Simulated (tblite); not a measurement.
Run report: C7H12AlN, frequency calculation

The run: frequency calculation of C7H12AlN, SMILES C[CH2][AlH2-][n+]1ccccc1. Method and program: GFN2-xTB harmonic vibrations, gas phase (tblite 0.8.0).

It belongs to a series of runs on one base structure; here: H on Al replaced by C2H5.

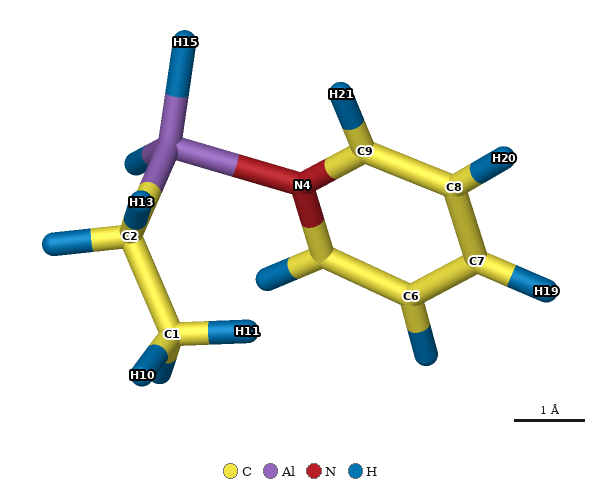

Fig. 1: The structure as given in the input (stick view, seen at a tilt; atoms are numbered from 1 in the order of the input). Sticks mark near contacts.

### Summary

```json
{"quantity": "outcome", "value": "converged"}
{"quantity": "total energy", "value": "−682.8280 eV"}
{"quantity": "zero-point energy", "value": "101.7820 kcal/mol"}
{"quantity": "hardware", "value": "1 CPU thread, shared host"}
{"quantity": "wall time", "value": "0.97 s"}
{"quantity": "peak memory", "value": "0.18 GiB"}
```

### Input
```
{"job": {"kind": "ir", "xc": "GFN2-xTB", "basis": "xTB"}, "charge": 0, "multiplicity": 1}
C     -2.190717    -0.118127     0.971776
C     -2.176585     1.078713     0.006561
Al    -0.900303     1.126794    -1.568977
N      0.633029     0.168850    -0.741694
C      0.659976    -1.155225    -0.755641
C      1.565132    -1.881942    -0.004691
C      2.471171    -1.192148     0.788848
C      2.427799     0.195538     0.806142
C      1.485861     0.834979     0.022239
H     -2.954949    -0.002924     1.743075
H     -1.227374    -0.230945     1.472236
H     -2.396365    -1.043510     0.435452
H     -2.023076     1.993842     0.605393
H     -3.200476     1.191072    -0.388808
H     -0.199527     2.498114    -1.874350
H     -1.161697     0.179367    -2.789825
H     -0.077297    -1.615687    -1.399895
H      1.563634    -2.959929    -0.037181
H      3.196077    -1.726282     1.384473
H      3.111921     0.764649     1.415532
H      1.384846     1.911744    -0.018582
```

The first line tells a small driver script what to run in tblite; the rest is the geometry in Å.

Run as:
```bash
OMP_NUM_THREADS=1 python <driver script> task.json out
```

### What the program printed
```
mode    cm-1     km/mol
  1     -20.3      0.28
  2      38.3      0.30
  3      41.2      0.70
  4     109.1      0.55
  5     130.3      0.46
  6     156.6      1.87
  7     214.1      6.31
  8     292.1      2.06
  9     348.0      1.30
 10     367.1     10.28
 11     390.6      5.02
 12     452.3      2.45
 13     502.6     11.77
 14     556.8    111.07
 15     611.8      9.48
 16     613.7      0.57
 17     674.7    451.70
 18     683.2     93.40
 19     734.0     16.37
 20     775.9    442.12
 21     896.9      0.01
 22     911.0      2.97
 23     912.4      5.33
 24     923.4      0.02
 25     936.3      0.08
 26     973.1     28.17
 27     992.0     15.27
 28    1036.0      8.90
 29    1081.8      3.69
 30    1093.1      0.14
 31    1095.3      9.51
 32    1162.9      0.01
 33    1182.9      2.72
 34    1229.9      5.53
 35    1241.2     67.21
 36    1260.2      1.80
 37    1312.1      4.12
 38    1410.3      1.51
 39    1413.8     17.53
 40    1434.3      3.78
 41    1466.6     12.37
 42    1514.7      0.53
 43    1521.4      1.00
 44    1565.3      5.05
 45    1578.0     16.91
 46    1658.4    397.00
 47    1674.4    275.13
 48    2815.5     76.58
 49    2846.0     63.99
 50    2964.8     83.73
 51    2980.0     56.90
 52    3008.8     31.32
 53    3052.7      2.60
 54    3055.4      2.50
 55    3090.1      4.41
 56    3105.5     17.33
 57    3108.2      9.70
```

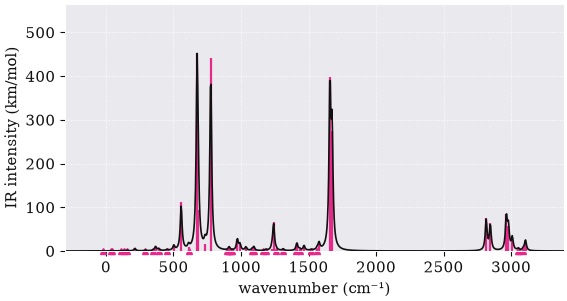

Fig. 2: Harmonic infrared spectrum, unscaled: sticks (degenerate modes added up, dark ones marked on the axis) with a Lorentzian envelope of 16 cm⁻¹ full width, scaled to the tallest stick; imaginary modes are drawn at negative wavenumbers. 57 modes from 20i to 3108 cm⁻¹, 1 imaginary beyond 8i (20i cm⁻¹): not a clean minimum; so soft a mode can be a shallow saddle, an incomplete relaxation or noise of the force constants. The strongest line is at 675 cm⁻¹ (452 km/mol).
